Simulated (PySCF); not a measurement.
Molecule: C₃H₁₀GeO₂, SMILES C[O][GeH]([CH3])[O]C. Atoms near the plane z = 0.8 Å, at the GFN2-xTB optimised geometry (x, y, z in Å): Ge1 (-0.7, 0.1, 0.0), O3 (-1.1, -0.6, 1.6), O5 (1.1, 0.1, 0.0), C6 (1.9, -0.9, 0.3), H7 (-0.9, 1.6, 0.0), H13 (-2.9, -1.5, 1.3), H15 (1.6, -1.5, 1.2), H16 (2.9, -0.5, 0.4).

Computed with CAM-B3LYP/def2-TZVP run with PySCF. The values are rescaled to run from 0 to 1.

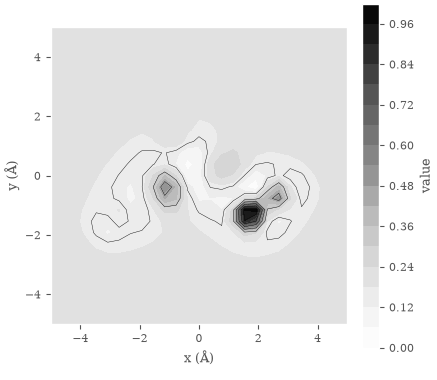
Fig. 1. a field on the plane z = 0.8 Å.

Which quantity is mapped?
A. electrostatic potential
B. log10 of the electron density
C. electron localisation function
D. deformation density (molecule minus spherical neutral atoms)

D, deformation density (molecule minus spherical neutral atoms). In full: deformation density (molecule minus spherical neutral atoms) (e/bohr³).
